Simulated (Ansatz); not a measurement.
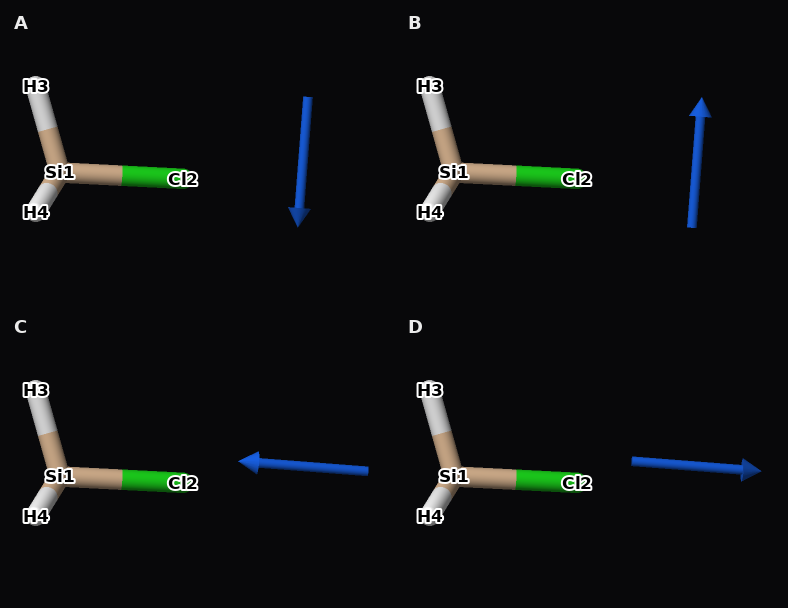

The same molecule four times, each with an arrow. The species is neutral and a spin doublet. The geometry was computed by an optimisation with PBE0-D4/def2-TZVP. No frequency run is at hand to confirm it as a minimum. Method: UKS PBE0-D4/def2-TZVP (Ansatz 0.2.0).

Which arrow points along the dipole moment, from the negative to the positive end?

Answer. C. The dipole moment is 1.12 D; it points from the side of Cl2 to the side of H3, H4 (the outermost atoms at the two ends).
